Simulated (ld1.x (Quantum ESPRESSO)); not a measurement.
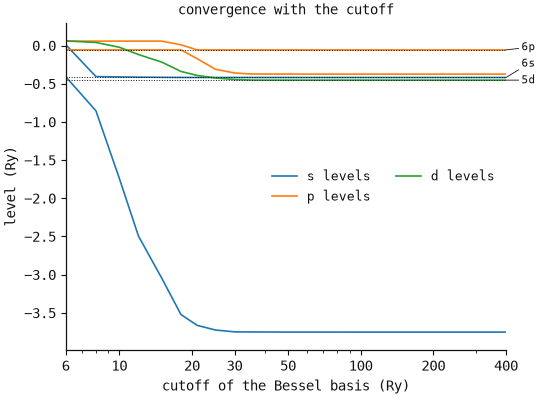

The pseudo-atom Hamiltonian at the reference potential is diagonalised in spherical Bessel functions (20 bohr box) up to the cutoff. Curves: the lowest levels of each channel that holds a bound state. Dotted lines: the all-electron valence levels.

Platinum (Pt), norm-conserving Troullier–Martins (Kleinman–Bylander form), made with ld1.x (Quantum ESPRESSO) 7.5 (PBEsol, scalar-relativistic). Core [Xe] 4f14, reference 5d9 6s1 6p0. Waves: 6s (bound): rc 2.55 bohr; 6p (bound, empty): rc 2.75 bohr; 5d (bound): rc 2.30 bohr. Local part: the d channel. Core correction: Bessel-smoothed model core inside 2.20 bohr.

### Is there a ghost state?

Ghost states below the valence levels: s at -51.1 eV, p at -5.1 eV. A ghost is a curve that settles on no dotted line: a bound state with no counterpart among the valence levels. In Ry: s -3.75, p -0.37.

### Does the ghost need a high cutoff to show?

The lowest s curve lies clearly below the lowest valence level of its channel from about 8 Ry on and ends at -3.75 Ry.

### Read the all-electron valence levels.

6s: -0.42 Ry; 6p: -0.06 Ry; 5d: -0.45 Ry.
